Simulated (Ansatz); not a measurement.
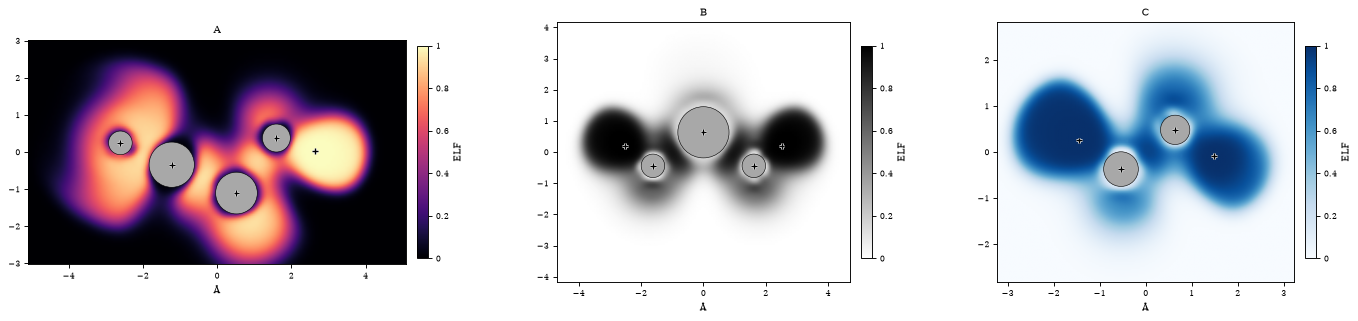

The electron localisation function of 3 systems, each on a plane through atoms (crosses mark nuclei in the plane; grey discs cover the cores).

All numbers below come from Ansatz, isolated molecule in a Gaussian basis; Kohn-Sham density functional theory, functional PBE0.

System 1: CH$_{5}$BeNS (SMILES C[S][Be][NH2]), the plane of atoms S4, C1 and H6. Geometry: PBE0-D3(BJ)/pcseg-1.

```tsv
atom	x (Å)	y (Å)	z (Å)
C	-2.2535	-0.5593	0.8688
Be	0.0169	-2.2856	0.2921
N	0.5988	-3.6388	0.5968
S	-0.7033	-0.5684	-0.1076
H	-2.0549	-0.6425	1.9413
H	-2.7414	0.4014	0.6809
H	-2.9322	-1.3586	0.5577
H	0.4280	-4.4849	0.0656
H	1.2450	-3.8444	1.3502
```

System 2: C$_{2}$H$_{7}$BrGe (SMILES [CH3][GeH]([CH3])[Br]), the plane of atoms Ge4, C2 and H9. Geometry: r2SCAN-D4/def2-SVP.

```xyz
11

C    -1.8307    1.7255    0.5006
C     0.9707    0.1068    0.3676
Br    0.5533    2.4156    2.8958
Ge   -0.4350    0.8195    1.5066
H    -1.3922    2.5271   -0.1117
H    -2.5709    2.1672    1.1829
H    -2.3413    1.0090   -0.1624
H    -1.0104   -0.2535    2.4476
H     1.7676   -0.3431    0.9767
H     1.4046    0.9128   -0.2422
H     0.5569   -0.6638   -0.3022
```

System 3: CH$_{5}$N (SMILES CN), the plane of atoms N2, C1 and H5. Geometry: r2SCAN-D4/def2-SVP.

```json
{"atom": "C", "x (Å)": "-0.4133", "y (Å)": "-0.8166", "z (Å)": "-0.3694"}
{"atom": "N", "x (Å)": "-1.3531", "y (Å)": "0.1538", "z (Å)": "0.1681"}
{"atom": "H", "x (Å)": "0.3641", "y (Å)": "-0.4198", "z (Å)": "-1.0589"}
{"atom": "H", "x (Å)": "0.1131", "y (Å)": "-1.3206", "z (Å)": "0.4575"}
{"atom": "H", "x (Å)": "-0.9619", "y (Å)": "-1.6011", "z (Å)": "-0.9157"}
{"atom": "H", "x (Å)": "-0.8482", "y (Å)": "0.8862", "z (Å)": "0.6674"}
{"atom": "H", "x (Å)": "-1.8359", "y (Å)": "0.6287", "z (Å)": "-0.5947"}
```

Q: Which map belongs to which system?

A: Panel A is system 1, CH$_{5}$BeNS: the plane holds C, Be, N, S and H. Be–N (1.50 Å): the ELF peaks at about 0.90 between the atoms (a polar covalent bond). Panel B is system 2, C$_{2}$H$_{7}$BrGe: the plane holds C, Ge and H. C–Ge (1.94 Å): the ELF peaks at about 0.90 between the atoms: a shared electron pair. Panel C is system 3, CH$_{5}$N: the plane holds C, N and H. C–N (1.45 Å): the ELF peaks at about 0.90 between the atoms; a shared electron pair.
